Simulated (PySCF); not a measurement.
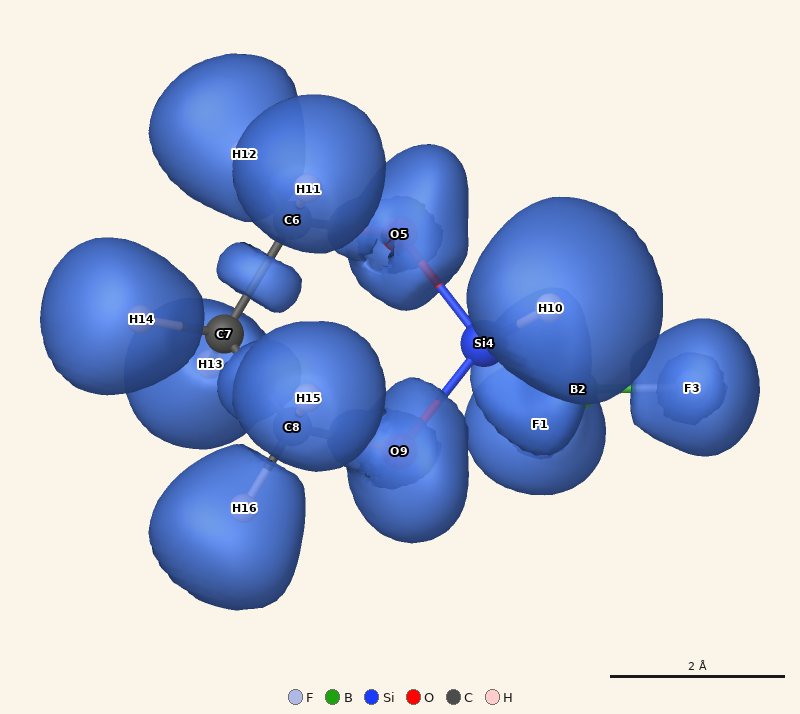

*C$_{3}$H$_{7}$BF$_{2}$O$_{2}$Si (SMILES FB(F)[SiH]1OCCCO1). Isosurface of the electron localisation function at 0.75 (blue), seen at a tilt. Only the valence region is drawn (cores and ρ < 0.01 e/Å³ removed).*

Geometry: GFN2-xTB.

Method: PBE0/pcSseg-1, SCF density, gas phase, non-relativistic (PySCF 2.14.0).

| atom | x (Å) | y (Å) | z (Å) |
| --- | --- | --- | --- |
| F | 3.1353 | 1.5564 | -0.7080 |
| B | 2.9311 | 0.4231 | -0.0718 |
| F | 4.0657 | -0.1318 | 0.3121 |
| Si | 1.2121 | -0.4346 | 0.3173 |
| O | 0.2698 | 0.5664 | 1.2118 |
| C | -1.1302 | 0.4867 | 1.1037 |
| C | -1.5831 | 0.4567 | -0.3521 |
| C | -1.0046 | -0.7551 | -1.0747 |
| O | 0.4018 | -0.7376 | -1.0760 |
| H | 1.2817 | -1.7173 | 1.0516 |
| H | -1.4806 | -0.4159 | 1.6186 |
| H | -1.5376 | 1.3642 | 1.6147 |
| H | -1.2226 | 1.3600 | -0.8466 |
| H | -2.6714 | 0.4289 | -0.3988 |
| H | -1.3532 | -1.6756 | -0.5911 |
| H | -1.3217 | -0.7656 | -2.1219 |

Q: Describe the localisation domains.

A: At this value the surface marks out one region between bonded B–Si atoms (shared pairs), two regions between bonded C–C atoms (shared pairs), seven regions around hydrogen nuclei, two regions on F in which the atom's valence shell and bonds are merged and two regions on O in which the atom's valence shell and bonds are merged.

Values along the shortest contacts:
B–F (1.32 Å): the ELF peaks at about 0.85 between the atoms, as expected for a polar covalent bond. C–O (1.41 Å): the ELF peaks at about 0.90 between the atoms; a polar covalent bond.
